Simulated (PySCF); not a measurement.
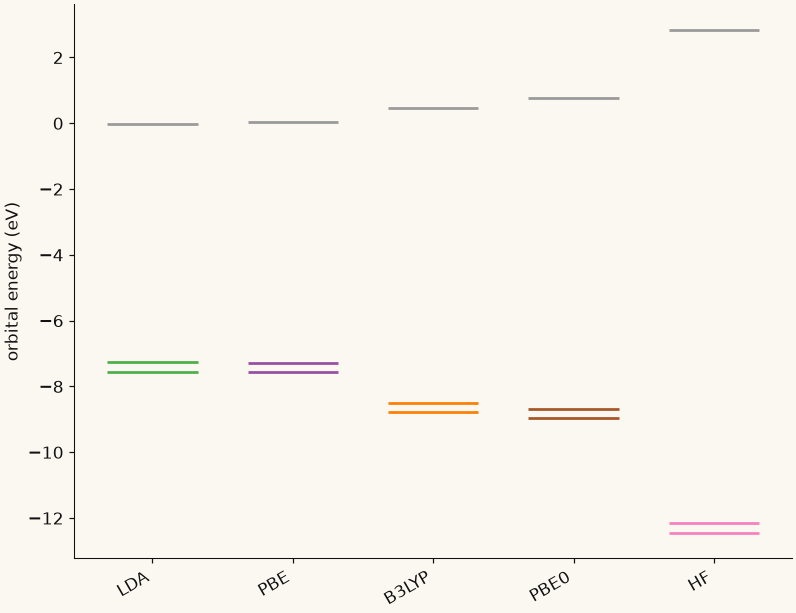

Frontier orbital energies of C₅H₁₀, SMILES C1CCCC1 at one geometry, def2-SVPD, PySCF 2.14.0, at a PBE0-D3(BJ)/def2-SVP geometry (no frequency check). Empty levels are grey, levels within 0.1 eV stand side by side; all columns show the same few orbitals around the gap.

Question: How do the frontier levels move from column to column?

Answer: The separation grows from 7.22 eV (LDA) to 15.00 eV (HF).

```csv
level,HOMO (eV),LUMO (eV),separation (eV)
LDA,−7.26,−0.04,7.22
PBE,−7.28,0.05,7.33
B3LYP,−8.51,0.46,8.97
PBE0,−8.68,0.77,9.44
HF,−12.16,2.85,15.00
```

Caveats, for all or some of the runs: empty levels above zero depend strongly on the basis; one conformer of a flexible molecule.
